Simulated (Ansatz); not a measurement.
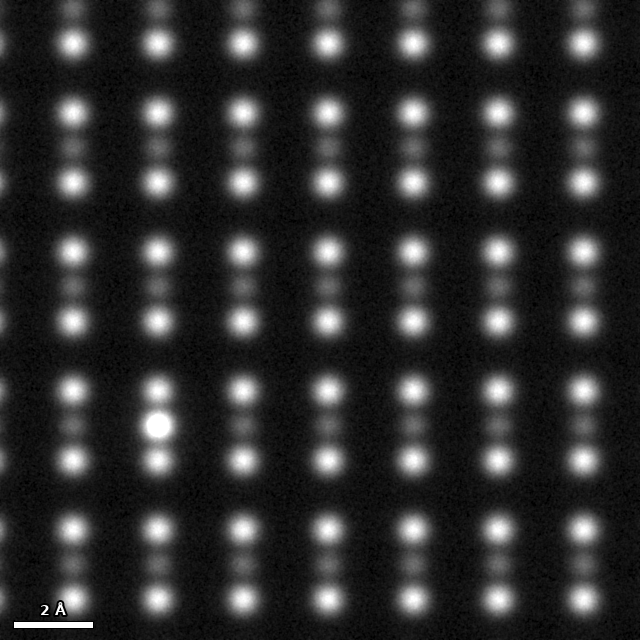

Z-contrast image of SiGe2 (Fm-3m, No. 225) along [211]. Simulated incoherent Z contrast: every atom adds Z^1.7 spread by a probe of 0.51 Å full width; channelling and multiple scattering are left out. The probe carries 15 % of its weight in a tail 2.5 times as wide. The display is stretched by a gamma of 0.65; percentages refer to the linear signal. Shot noise was added.

The sample is 1 repeat (7.5 Å) thick. One point defect was put into the perfect crystal, without relaxing the atoms around it. Brightness is counted from the darkest point of the image. Host structure: the end point of a relaxation with DFT r2SCAN, scalar-relativistic, plane waves, PAW in Ansatz; the starting structure was generated, so it need not be a known form of this composition.

Where is the defect (in Å from the left and the top edge), and what does its contrast suggest?

Answer. At about 4 Å from the left and 11 Å from the top. The column is brighter, which points to a heavier atom. The column holds 1 atom (Si) through the sample, and one Si atom is replaced by Sn, so its peak rises to about 840 % of that of its equals.
